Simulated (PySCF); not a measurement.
F₂Zn.

Method: PBE0/def2-SVPD; geometry: GFN2-xTB; program: PySCF. No frequency check shows the geometry to be a minimum. GFN2-xTB bond lengths at metals and heavier atoms can be off by up to 0.1 Å and shapes distorted, which carries into these values.

Geometry (Å), atoms numbered from 1:

```
Zn1      0.0001   -0.0022    0.0000
F2      -1.6571    0.0037    0.0000
F3       1.6568    0.0037    0.0000
```

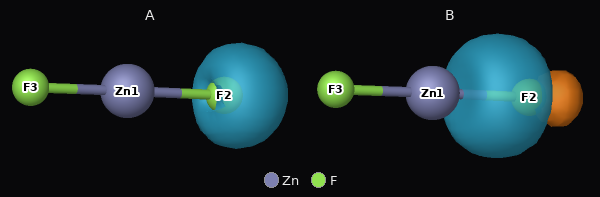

Intrinsic bond orbitals (IBO), occupied; each surface holds about 85 % of the orbital's density. Energies are diagonal elements of the Fock matrix.

Name the orbitals, with their atomic make-up and energies.

Answer. By panel:
- A: lone pair on F2 (sp0.4-type) (F2 100 %; −24.0 eV)
- B: very polar σ bond F2–Zn1, mostly on F2 (F2 89 %, Zn1 11 %; −20.3 eV)
